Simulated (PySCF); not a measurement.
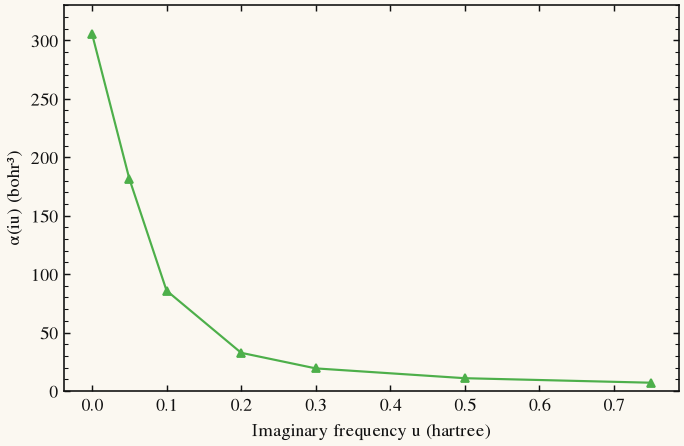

Dipole polarisability at imaginary frequency of an atom or ion with 37 electrons in the configuration [Kr] 5s. Coupled response at the B3LYP level; PySCF, x2c-TZVPPall plus 1 diffuse shell for each l, spin-free X2C-1e, unrestricted single determinants, no spin-orbit coupling.

Question: Which species is it, and what does the curve give?

Answer: Rb I (neutral rubidium). The static dipole polarisability is 306 bohr³ (the recommended value is 320); α(iu) falls to half of it near u = 0.062 hartree. The Casimir–Polder integral gives C₆ = 4400 hartree bohr⁶ for two such species.
